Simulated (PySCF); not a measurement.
**C₄H₆BrNSi: electronic excitations**

Wanted: the electronic excitations of C₄H₆BrNSi (`[SiH3]n1ccc(Br)c1`), by calculation.

The runs use PySCF 2.14.0, with density-fitted response routines of our own; the level of theory stands in each step. All values are computed, except where a source is named. Atoms count from 0, in the outputs and in this text.

## (1) Starting geometry

13 atoms, charge 0, multiplicity 1; geometry from: GFN2-xTB.

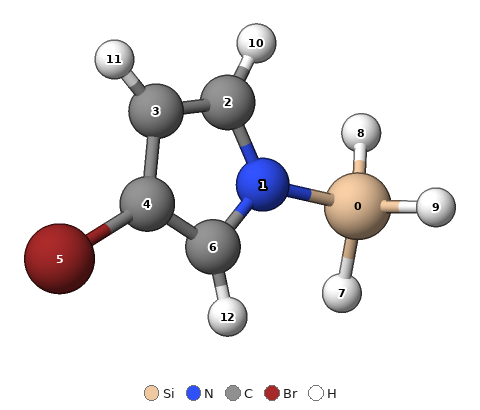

As it starts; silicon light orange, nitrogen blue, carbon grey, bromine red, hydrogen white, atoms numbered.

## (2) TDDFT and polarisability: wB97X-D/def2-SVPD

Job settings and geometry (Å):

```
{"job": {"kind": "uv", "xc": "wB97X-D", "basis": "def2-SVPD", "nstates": 8, "ntriplets": 3}, "charge": 0, "multiplicity": 1}
Si    -2.125888     0.212843     0.110326
N     -0.386148     0.006970    -0.008923
C      0.297805    -1.177841     0.038760
C      1.637840    -0.947864    -0.028328
C      1.781953     0.456638    -0.117140
Br     3.409036     1.398347    -0.248232
C      0.536526     1.011137    -0.101619
H     -2.433475     1.398568    -0.683098
H     -2.689021    -1.015203    -0.441673
H     -2.475904     0.393242     1.519820
H     -0.230702    -2.106785     0.115248
H      2.429465    -1.669703    -0.020600
H      0.244123     2.040137    -0.152269
```

Method: TDDFT wB97X-D/def2-SVPD, vertical, gas phase, core orbitals frozen in the response.

Run with:

```bash
$ OMP_NUM_THREADS=1 python probes_run.py task.json out
```

This one command runs all jobs of the session in turn.

What will the session give for the following? lowest singlet (wB97X-D/def2-SVPD); brightest single state of those computed; lowest triplet. Wanted: lowest singlet; brightest single state of those computed; lowest triplet.

As calculated:

| quantity | value |
| --- | --- |
| lowest singlet (wB97X-D/def2-SVPD) | 5.47 eV (226 nm), f = 0.000 |
| brightest single state of those computed | state 8, 6.99 eV, f = 0.234 |
| lowest triplet | 4.31 eV |

The first singlet state (HOMO→LUMO 0.60, HOMO→LUMO+3 0.13) lies at 5.47 eV and is dark; of the 8 states computed, the strongest absorption comes from state 8 at 6.99 eV (the last computed, so partners may be missing). The lowest triplet lies 1.16 eV below the lowest singlet (triplets in Tamm-Dancoff, singlets in full TDDFT).
